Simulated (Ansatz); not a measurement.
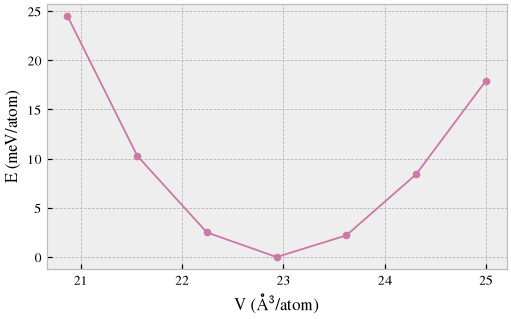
*Mg (hcp (Mg type), space group No. 194) under volume change, DFT-PBE in the program Ansatz with PAW potentials, shape and atoms relaxed at each volume.*

Task: What does a third-order Birch–Murnaghan fit give for V₀, B₀ and B′?

Result: V₀ = 22.94 Å³/atom, B₀ = 35.9 GPa, B′ = 4.0.

Space group P6_3/mmc (hcp (Mg type)). The PBE relaxation kept the symmetry of its start.

Potentials: the later of the program's two PAW sets.
